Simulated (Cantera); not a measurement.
Feed: 1 mol CH₃SiCl₃, 0.02 mol HCl, 30 mol H₂, at 13.3 mbar.

Cantera equilibrium calculation (NASA polynomials, part measured and part estimated; ideal gas, pure solids and liquids). Candidate condensed phases: C, C₆H₆, C₇H₈, C₈H₁₈, Si, SiC; 109 gas species. The feed counts by its element totals alone. The tables' values for SiCl are old estimates; treat these amounts as uncertain. Kinetics and transport are ignored.

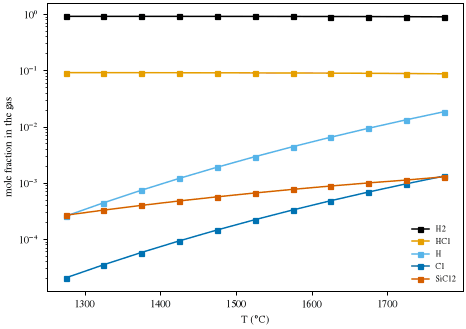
*Equilibrium gas composition (values under 1e-9 drawn at 1e-9)*

Q: Read off the mole fractions at 1375 °C.

A: H₂ about 0.91, HCl about 0.091, H about 0.00073, SiCl₂ about 0.00040, Cl about 5.7e-5.
